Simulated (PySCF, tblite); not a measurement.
# C6H13BOS: geometry, infrared bands and NMR shifts

Aim: predict the infrared bands and NMR shifts of C6H13BOS (`COB1CCCCCS1`).

The runs use tblite 0.8.0 and PySCF 2.14.0, with density-fitted response routines of our own; the level of theory stands in each step. All values are computed, except where a source is named. Atoms are numbered from 0 throughout.

**1. The starting structure**

22 atoms, charge 0, multiplicity 1; geometry from: force field or distance geometry start.

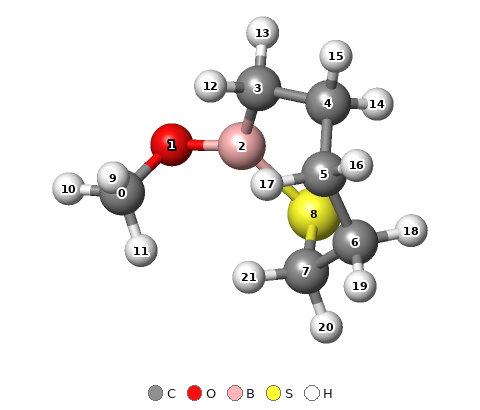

As it starts; carbon grey, oxygen red, boron pink, sulfur yellow, hydrogen white, atoms numbered.

**2. Geometry optimisation with GFN2-xTB**

What the job is given:

```
{"job": {"kind": "relax", "xc": "GFN2-xTB", "basis": "xTB"}, "charge": 0, "multiplicity": 1}
C      2.857200     0.865700     0.052400
O      2.657100    -0.343900    -0.639000
B      1.226500    -0.617300    -0.740700
C      0.492100    -1.505300     0.352900
C     -1.039700    -1.531900     0.254500
C     -1.691900    -0.161700     0.540600
C     -1.937700     0.694600    -0.716800
C     -0.657800     1.288900    -1.321100
S      0.279400     0.018600    -2.251600
H      2.397800     0.846300     1.079000
H      3.935200     1.033300     0.176800
H      2.448600     1.725100    -0.531900
H      0.776500    -1.140300     1.377800
H      0.881600    -2.550600     0.260700
H     -1.357700    -1.911900    -0.743100
H     -1.415800    -2.255500     1.013400
H     -2.675700    -0.346400     1.017000
H     -1.091000     0.407500     1.285300
H     -2.492600     0.105100    -1.470100
H     -2.591900     1.539600    -0.413700
H     -0.964900     2.074200    -2.049500
H     -0.045600     1.785300    -0.547600
```

Run with:

```console
> OMP_NUM_THREADS=1 python probes_run.py task.json out
```

The driver reads the jobs from task.json and runs them one after another.

Log:

```text
step      E/eV     max force
  0    -762.90545    2.275
  1    -763.08224    1.342
  2    -763.16961    0.934
  3    -763.19239    0.489
  4    -763.21130    0.254
  5    -763.21888    0.259
  6    -763.23371    0.330
  7    -763.24010    0.226
  8    -763.24607    0.182
  9    -763.25022    0.156
 10    -763.25508    0.177
 11    -763.26102    0.285
 12    -763.26945    0.340
 13    -763.27930    0.293
 14    -763.28986    0.226
 15    -763.30389    0.320
 16    -763.32502    0.508
 17    -763.35335    0.580
 18    -763.38846    0.552
 19    -763.42821    0.584
 20    -763.46060    0.663
 21    -763.48336    0.862
 22    -763.53274    0.542
 23    -763.56621    0.344
 24    -763.64005    0.374
 25    -763.67972    0.492
 26    -763.72334    0.403
 27    -763.75346    0.391
 28    -763.78637    0.382
 29    -763.81700    0.527
 30    -763.85203    0.551
 31    -763.87890    0.345
 32    -763.89171    0.253
 33    -763.90098    0.228
 34    -763.90978    0.254
 35    -763.91893    0.218
 36    -763.92717    0.190
 37    -763.93402    0.220
 38    -763.93962    0.189
 39    -763.94513    0.188
 40    -763.95101    0.161
 41    -763.95568    0.149
 42    -763.96005    0.183
 43    -763.96431    0.135
 44    -763.96774    0.105
 45    -763.97002    0.095
 46    -763.97156    0.092
 47    -763.97295    0.079
 48    -763.97423    0.081
 49    -763.97534    0.068
 50    -763.97635    0.078
 51    -763.97733    0.086
 52    -763.97827    0.072
 53    -763.97916    0.073
 54    -763.97999    0.065
 55    -763.98074    0.062
 56    -763.98139    0.057
 57    -763.98194    0.055
 58    -763.98250    0.076
 59    -763.98320    0.088
 60    -763.98408    0.075
 61    -763.98505    0.077
 62    -763.98601    0.064
 63    -763.98702    0.087
 64    -763.98830    0.105
 65    -763.99000    0.099
 66    -763.99198    0.099
 67    -763.99388    0.087
 68    -763.99560    0.080
 69    -763.99739    0.106
 70    -763.99921    0.116
 71    -764.00084    0.081
 72    -764.00213    0.083
 73    -764.00328    0.087
 74    -764.00449    0.083
 75    -764.00602    0.088
 76    -764.00745    0.087
 77    -764.00890    0.093
 78    -764.01022    0.078
 79    -764.01160    0.078
 80    -764.01287    0.095
 81    -764.01430    0.091
 82    -764.01562    0.078
 83    -764.01701    0.085
 84    -764.01858    0.087
 85    -764.02034    0.097
 86    -764.02159    0.098
 87    -764.02305    0.086
 88    -764.02399    0.070
 89    -764.02511    0.075
 90    -764.02599    0.077
 91    -764.02736    0.066
 92    -764.02826    0.067
 93    -764.02900    0.069
 94    -764.02969    0.068
 95    -764.03051    0.069
 96    -764.03136    0.068
 97    -764.03224    0.075
 98    -764.03339    0.090
 99    -764.03514    0.108
100    -764.03820    0.127
101    -764.04124    0.133
102    -764.04553    0.143
103    -764.04935    0.236
104    -764.05135    0.226
105    -764.05759    0.190
106    -764.06190    0.144
107    -764.06808    0.199
108    -764.07502    0.478
109    -764.08721    0.434
110    -764.09986    0.300
111    -764.11361    0.317
112    -764.12698    0.260
113    -764.14867    0.355
114    -764.16572    0.280
115    -764.17700    0.369
116    -764.19026    0.333
117    -764.20106    0.208
118    -764.21066    0.173
119    -764.21626    0.280
120    -764.22299    0.213
121    -764.22825    0.126
122    -764.23248    0.153
123    -764.23425    0.141
124    -764.23587    0.116
125    -764.23819    0.108
126    -764.23922    0.122
127    -764.24056    0.087
128    -764.24243    0.092
129    -764.24335    0.107
130    -764.24421    0.074
131    -764.24499    0.060
132    -764.24580    0.072
133    -764.24694    0.068
134    -764.24799    0.064
135    -764.24890    0.065
136    -764.24973    0.063
137    -764.25070    0.065
138    -764.25182    0.059
139    -764.25303    0.080
140    -764.25435    0.107
141    -764.25591    0.121
142    -764.25744    0.089
143    -764.25862    0.127
144    -764.25974    0.081
145    -764.26087    0.071
146    -764.26170    0.063
147    -764.26255    0.056
148    -764.26309    0.040
149    -764.26349    0.038
150    -764.26381    0.031
151    -764.26406    0.032
152    -764.26423    0.022
153    -764.26435    0.026
154    -764.26445    0.025
155    -764.26455    0.019
156    -764.26464    0.019
157    -764.26471    0.016
158    -764.26476    0.016
159    -764.26479    0.013
160    -764.26481    0.011
161    -764.26482    0.010
```

It took 4.7 s on 1 thread of Intel Xeon at 2.50GHz, shared host; peak memory 0.18 GiB.

Relaxation path: (not every step is listed)

| step | energy from step 0 (eV) | largest force (eV/Å) |
| --- | --- | --- |
| 0 | 0.0000 | 2.2749 |
| 1 | -0.1768 | 1.3420 |
| 2 | -0.2642 | 0.9342 |
| 3 | -0.2869 | 0.4895 |
| 4 | -0.3059 | 0.2540 |
| 5 | -0.3134 | 0.2587 |
| 6 | -0.3283 | 0.3298 |
| 7 | -0.3347 | 0.2262 |
| 8 | -0.3406 | 0.1824 |
| 22 | -0.6273 | 0.5417 |
| 36 | -1.0217 | 0.1901 |
| 50 | -1.0709 | 0.0784 |
| 64 | -1.0829 | 0.1046 |
| 78 | -1.1048 | 0.0784 |
| 92 | -1.1228 | 0.0666 |
| 106 | -1.1565 | 0.1440 |
| 120 | -1.3175 | 0.2127 |
| 134 | -1.3425 | 0.0642 |
| 148 | -1.3576 | 0.0404 |
| 156 | -1.3592 | 0.0192 |
| 157 | -1.3593 | 0.0156 |
| 158 | -1.3593 | 0.0156 |
| 159 | -1.3593 | 0.0131 |
| 160 | -1.3594 | 0.0110 |
| 161 | -1.3594 | 0.0097 |

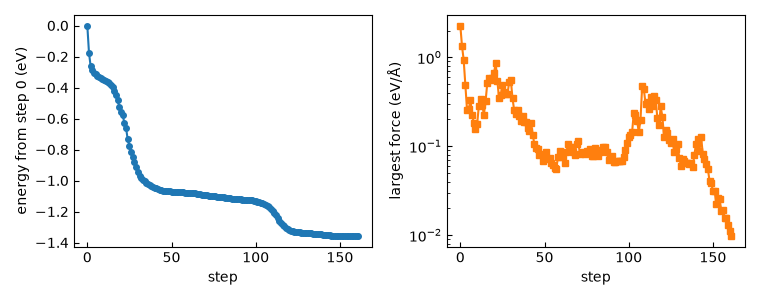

Energy and largest force along the relaxation.

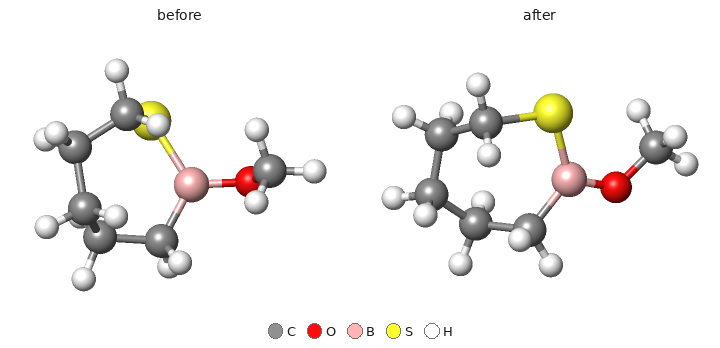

Before and after, at one scale.

Distances of close pairs at the start and the end, largest changes first:

| bond | before (Å) | after (Å) | change (Å) |
| --- | --- | --- | --- |
| O1–B2 | 1.460 | 1.335 | -0.125 |
| B2–S8 | 1.893 | 1.816 | -0.077 |
| C0–H9 | 1.125 | 1.093 | -0.032 |
| C3–H12 | 1.125 | 1.093 | -0.031 |
| C3–H13 | 1.119 | 1.092 | -0.028 |
| C7–H20 | 1.114 | 1.090 | -0.025 |
| C0–H11 | 1.117 | 1.093 | -0.024 |
| C4–H14 | 1.114 | 1.092 | -0.022 |

The next job starts from the end point, and lists it.

**3. Infrared spectrum with GFN2-xTB**

What the job is given:

```
{"job": {"kind": "ir", "xc": "GFN2-xTB", "basis": "xTB"}, "charge": 0, "multiplicity": 1}
C      3.483289     0.319892    -0.848043
O      2.499759    -0.347965    -0.091959
B      1.234890     0.058005     0.044715
C      0.281730    -0.849036     0.945675
C     -0.867295    -1.529361     0.180536
C     -2.114817    -0.661088     0.024132
C     -1.961097     0.554550    -0.889486
C     -1.099782     1.674106    -0.315585
S      0.666896     1.569648    -0.785502
H      3.748001     1.267868    -0.373035
H      4.359548    -0.326633    -0.894575
H      3.120556     0.530915    -1.857368
H     -0.146621    -0.280902     1.775516
H      0.901143    -1.627858     1.394405
H     -0.515962    -1.844659    -0.804501
H     -1.161813    -2.430296     0.724883
H     -2.911432    -1.287246    -0.386672
H     -2.442260    -0.323694     1.011174
H     -1.552304     0.244329    -1.853309
H     -2.959275     0.962454    -1.073006
H     -1.414882     2.638088    -0.714020
H     -1.158683     1.708268     0.771447
```

Log:

```text
mode    cm-1     km/mol
  1     -26.3      0.41
  2      55.7      2.41
  3     108.2      0.18
  4     155.8      4.17
  5     178.4      1.68
  6     227.0      2.59
  7     246.5      1.25
  8     283.1      2.29
  9     321.3      2.11
 10     374.4      1.10
 11     430.0      8.90
 12     472.7      1.70
 13     520.7     19.92
 14     553.8     23.90
 15     682.2      0.59
 16     795.7      9.60
 17     830.1      7.43
 18     855.0      4.76
 19     885.4     15.20
 20     921.8     45.91
 21     980.6     42.03
 22    1006.4     82.93
 23    1032.2     53.29
 24    1046.4      8.88
 25    1086.9      7.32
 26    1106.8     11.09
 27    1125.9      2.40
 28    1139.6      0.68
 29    1149.9     14.50
 30    1192.5      2.57
 31    1213.7      8.88
 32    1242.2      2.90
 33    1252.6     13.19
 34    1271.7     47.01
 35    1282.0    260.24
 36    1315.4     98.19
 37    1347.5      1.17
 38    1357.3      1.77
 39    1363.7      2.42
 40    1412.8     23.55
 41    1445.7      0.96
 42    1464.4      7.83
 43    1471.3      9.34
 44    1475.8      2.82
 45    1485.9      1.36
 46    1493.4      4.32
 47    1500.8      1.19
 48    2952.3     25.13
 49    2952.7     21.81
 50    2954.4     31.04
 51    2955.2     20.67
 52    2958.0     30.65
 53    2965.5     21.11
 54    2974.3     80.21
 55    2979.8     44.04
 56    2982.5     13.91
 57    2991.5     42.79
 58    2991.9     75.05
 59    3000.3     12.11
 60    3000.6     33.68
```

It took 3 s on 1 thread of Intel Xeon at 2.50GHz, shared host; peak memory 0.18 GiB.

The strongest bands and the atoms that carry them (share of the mass-weighted mode):

| cm⁻¹ | km/mol | atoms |
| --- | --- | --- |
| 922 | 45.9 | C7 13 %, C5 13 %, B2 12 % |
| 1006 | 82.9 | C0 23 %, O1 17 %, B2 17 % |
| 1032 | 53.3 | B2 17 %, C5 11 % |
| 1272 | 47.0 | H20 24 %, H21 14 %, H19 13 %, C7 12 % |
| 1282 | 260.2 | B2 27 %, O1 21 %, H12 11 % |
| 1315 | 98.2 | C3 24 %, H13 23 %, H12 14 %, H14 11 % |
| 2974 | 80.2 | H16 44 %, H17 38 % |
| 2992 | 75.0 | H21 40 %, H18 40 % |

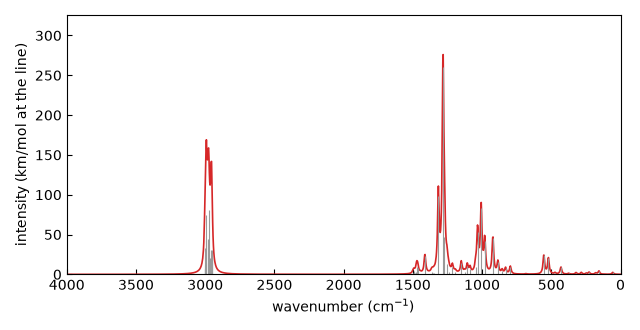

The infrared spectrum from these modes, unscaled. Lines are broadened to a width of 14 cm⁻¹ (Lorentzian).

**4. NMR shieldings: PBE0/pcSseg-1**

The job, as its differences from that of step 3:

```diff
@@ -1,2 +1,2 @@
-{"job": {"kind": "ir", "xc": "GFN2-xTB", "basis": "xTB"}, "charge": 0, "multiplicity": 1}
+{"job": {"kind": "nmr", "xc": "PBE0", "basis": "pcSseg-1"}, "charge": 0, "multiplicity": 1}
 C      3.483289     0.319892    -0.848043
```

Method: GIAO PBE0/pcSseg-1 NMR shielding, non-relativistic, gas phase.

Log:

```text
coarse grid: 18376 points
cycle   1  E = -734.0576925894  dE =  1.058e+00  |g| = 6.355e-01  |ddm| = 4.081e+00
cycle   2  E = -733.9788790705  dE =  7.881e-02  |g| = 9.198e-01  |ddm| = 1.326e+00
cycle   3  E = -734.1423145878  dE = -1.634e-01  |g| = 1.195e-01  |ddm| = 8.443e-01
cycle   4  E = -734.1450082140  dE = -2.694e-03  |g| = 4.083e-02  |ddm| = 1.271e-01
cycle   5  E = -734.1453692935  dE = -3.611e-04  |g| = 9.612e-03  |ddm| = 4.203e-02
cycle   6  E = -734.1453900007  dE = -2.071e-05  |g| = 3.322e-03  |ddm| = 1.481e-02
cycle   7  E = -734.1453924384  dE = -2.438e-06  |g| = 6.237e-04  |ddm| = 3.918e-03
final grid: 171248 points
cycle   8  E = -734.2116757948  dE = -5.670e-05  |g| = 1.302e-02  |ddm| = 3.667e-02
cycle   9  E = -734.2116428255  dE =  3.297e-05  |g| = 1.822e-02  |ddm| = 2.349e-02
cycle  10  E = -734.2117126831  dE = -6.986e-05  |g| = 1.797e-03  |ddm| = 1.455e-02
cycle  11  E = -734.2117133576  dE = -6.745e-07  |g| = 3.538e-04  |ddm| = 1.801e-03
cycle  12  E = -734.2117133831  dE = -2.555e-08  |g| = 1.083e-04  |ddm| = 4.648e-04
cycle  13  E = -734.2117133857  dE = -2.530e-09  |g| = 3.648e-05  |ddm| = 1.338e-04
cycle  14  E = -734.2117133860  dE = -3.056e-10  |g| = 4.863e-06  |ddm| = 3.089e-05
converged SCF energy = -734.2117133860

GIAO shielding tensors (ppm)
atom      isotropic    diamagn.    paramagn.     s11        s22        s33       span
  0 C      131.072     242.671    -111.599    104.447    105.766    183.004     78.557
  1 O      180.130     393.260    -213.130      3.665    192.312    344.412    340.747
  2 B       52.108     195.093    -142.985     19.262     49.354     87.707     68.445
  3 C      161.007     252.370     -91.362    150.429    160.435    172.158     21.728
  4 C      158.562     246.940     -88.378    153.419    155.727    166.541     13.122
  5 C      148.203     247.080     -98.877    142.523    150.642    151.444      8.921
  6 C      148.641     247.155     -98.514    132.453    153.924    159.546     27.093
  7 C      151.955     250.778     -98.823    135.425    154.019    166.421     30.996
  8 S      477.651    1060.007    -582.356    372.852    496.159    563.943    191.091
  9 H       27.933      27.707       0.226     24.161     25.859     33.778      9.617
 10 H       27.656      26.405       1.251     23.344     25.758     33.866     10.522
 11 H       27.871      28.706      -0.835     23.590     26.925     33.096      9.506
 12 H       30.653      32.950      -2.297     28.043     29.753     34.162      6.118
 13 H       30.379      32.413      -2.034     25.249     29.286     36.601     11.352
 14 H       30.505      31.642      -1.137     27.100     29.341     35.076      7.976
 15 H       29.887      30.391      -0.504     23.825     28.818     37.018     13.193
 16 H       29.728      29.398       0.330     24.234     28.370     36.579     12.345
 17 H       30.436      30.973      -0.536     26.744     28.980     35.584      8.840
 18 H       30.314      30.812      -0.497     26.993     29.666     34.284      7.291
 19 H       29.456      29.370       0.086     23.694     28.451     36.223     12.529
 20 H       28.901      30.830      -1.930     22.402     28.157     36.143     13.742
 21 H       29.029      32.158      -3.129     25.740     27.667     33.680      7.940
```

Run time: 2.1 min. Hardware: 1 thread of Intel Xeon at 2.50GHz, shared host; peak memory 1 GiB.

The references, computed at this level on geometries of the same kind, shield at (ppm): ¹H TMS 31.72, ¹³C TMS 186.9, ¹⁷O H2O 336.1, ¹¹B BF3·OEt2 100.1, ³³S CS2 504. Their shielding less the atom's gives the shift. The references are single molecules in the gas phase, so shifts against H2O, NH3, PH3, H3PO4 or CFCl3 are not on the usual liquid scales and can be off by tens of ppm. Atoms listed in one row are averaged.

| atoms | environment | σ (ppm) | δ (ppm) | δ scaled to CDCl3 |
| --- | --- | --- | --- | --- |
| C0 | methyl carbon bonded to O | 131.1 | 55.9 | 52.6 |
| C5 | sp3 CH2 in a ring | 148.2 | 38.7 | 35.9 |
| C6 | sp3 CH2 in a ring | 148.6 | 38.3 | 35.5 |
| C7 | sp3 CH2 bonded to S | 152.0 | 35.0 | 27.8 |
| C4 | sp3 CH2 in a ring | 158.6 | 28.4 | 25.8 |
| C3 | sp3 CH2 bonded to B | 161.0 | 25.9 | 23.4 |
| H9, H10, H11 | hydrogen on a methyl carbon bonded to O | 27.82 | 3.90 | 3.78 |
| H20, H21 | hydrogen on an sp3 CH2 bonded to S | 28.96 | 2.75 | 2.70 |
| H18, H19 | hydrogen on an sp3 CH2 in a ring | 29.89 | 1.83 | 1.83 |
| H16, H17 | hydrogen on an sp3 CH2 in a ring | 30.08 | 1.63 | 1.65 |
| H14, H15 | hydrogen on an sp3 CH2 in a ring | 30.20 | 1.52 | 1.54 |
| H12, H13 | hydrogen on an sp3 CH2 bonded to B | 30.52 | 1.20 | 1.24 |
| O1 | oxygen bonded to C, B | 180.1 | 155.9 | – |
| B2 | boron bonded to C, O, S, in a 7-membered ring | 52.1 | 48.0 | – |
| S8 | sulfur bonded to C, B, in a 7-membered ring | 478 | 26 | – |

The scaled column applies a straight-line fit of computed shieldings to shifts measured in CDCl3, with any fitted terms for Cl, Br or S neighbours (root-mean-square error 0.16 ppm for H, 1.9 ppm for C).

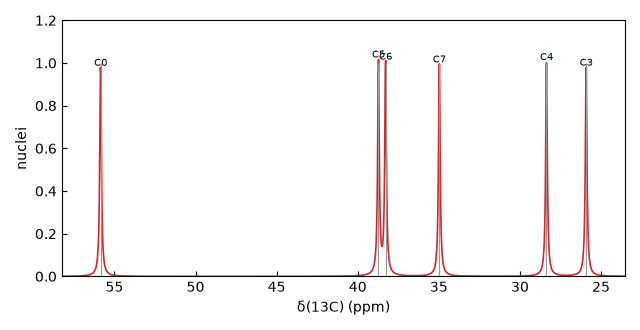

¹³C lines at the computed shifts, without couplings. Lines are broadened to a width of 0.12 ppm (Lorentzian).

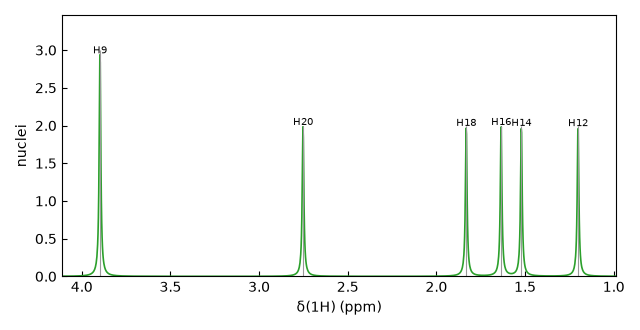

¹H lines at the computed shifts, without couplings. Lines are broadened to a width of 0.01 ppm (Lorentzian).

Charges from the same density, by scheme (e):

| atoms | Mulliken | IAO | Hirshfeld | ESP fit |
| --- | --- | --- | --- | --- |
| C0 | -0.03 | -0.21 | -0.03 | -0.09 |
| O1 | -0.47 | -0.36 | -0.16 | -0.36 |
| B2 | 0.50 | 0.23 | 0.16 | 0.49 |
| C3 | -0.41 | -0.41 | -0.15 | -0.35 |
| C4 | -0.24 | -0.24 | -0.07 | 0.05 |
| C5 | -0.24 | -0.25 | -0.07 | -0.17 |
| C6 | -0.21 | -0.26 | -0.07 | 0.03 |
| C7 | -0.31 | -0.33 | -0.06 | -0.14 |
| S8 | -0.22 | 0.00 | -0.06 | -0.37 |

Hirshfeld charges:

C0 -0.03; O1 -0.16; B2 0.16; C3 -0.15; C4 -0.07; C5 -0.07; C6 -0.07; C7 -0.06; S8 -0.06; H9 0.04; H10 0.05; H11 0.04; H12 0.03; H13 0.04; H14 0.03; H15 0.04; H16 0.04; H17 0.03; H18 0.03; H19 0.04; H20 0.05; H21 0.04

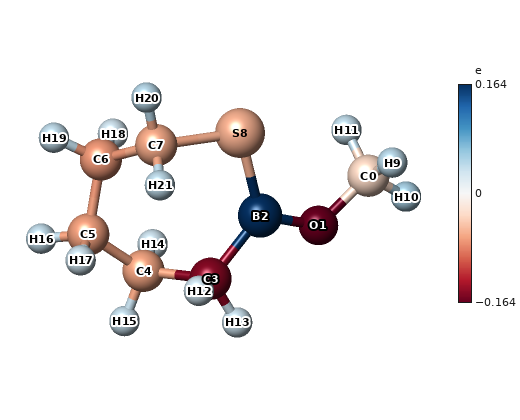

Hirshfeld charges, as colours on the atoms.

Mayer bond orders: C0–O1 0.88, O1–B2 1.25, B2–C3 0.95, C3–C4 1.03, C4–C5 1.04, C5–C6 1.04, C6–C7 1.00, C7–S8 1.00, S8–B2 1.11.

Ring of atoms B2, C3, C4, C5, C6, C7, S8: NICS(0) -1.6, NICS(1) -1.8, NICS(1)zz 4.5 ppm (means of both faces).

**5. Summary of results**

```
                                                              quantity                                   value
                             strongest single infrared mode (GFN2-xTB)                   1282 cm⁻¹, 260 km/mol
                                          zero-point energy (GFN2-xTB)                          117.0 kcal/mol
                                ¹³C shifts against TMS (PBE0/pcSseg-1)  55.9, 38.7, 38.3, 35.0, 28.4, 25.9 ppm
¹H shifts against TMS (PBE0/pcSseg-1, means over atoms taken as alike)  3.90, 2.75, 1.83, 1.63, 1.52, 1.20 ppm
                                ¹⁷O shifts against H2O (PBE0/pcSseg-1)                               155.9 ppm
                           ¹¹B shifts against BF3·OEt2 (PBE0/pcSseg-1)                                48.0 ppm
                                ³³S shifts against CS2 (PBE0/pcSseg-1)                                  26 ppm
```

What this shows: Over 161 steps the energy fell by 1.359 eV; of the close pairs, O1–B2 changed most, 1.460 to 1.335 Å. The lowest mode is imaginary (26i cm⁻¹), so the xTB geometry is not a minimum. The strongest single mode, at 1282 cm⁻¹, is spread over many atoms; the largest shares are those of B2, O1. Unscaled tight-binding wavenumbers are off by several per cent, some by more. Its intensities can rank the bands wrongly. The most deshielded hydrogen is H9, H10, H11 (mean) (hydrogen on a methyl carbon bonded to O), at 3.90 ppm: its carbon carries O, hence the downfield position. At PBE0/pcSseg-1: Shielding is most anisotropic at O1 (span 341 ppm, paramagnetic term -213 ppm).
